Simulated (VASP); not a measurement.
Band structure of TaC (relaxed from the NbAs structure, space group I4_1md). Method: PBEsol GGA, VASP's PBE PAW potentials (set 64) (plane waves; VASP 6.6.1).

Unless said otherwise, spin-orbit coupling is left out, though it shifts the bands of the heavy elements here.

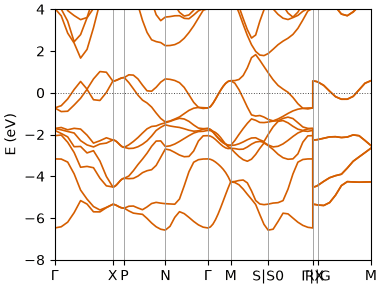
Figure. Bands along high-symmetry lines, zero at the valence-band maximum or, without a gap, the Fermi level

Problem. Read the plot: is there a gap, and where are the band edges?

Solution. It has no gap at this level: it comes out as a metal or semimetal. (Edges off the drawn lines would not show.)

The structure was generated: TaC was put into the NbAs type (I4_1md), which need not be its known phase. It was relaxed first, which changed the volume by +24 %.
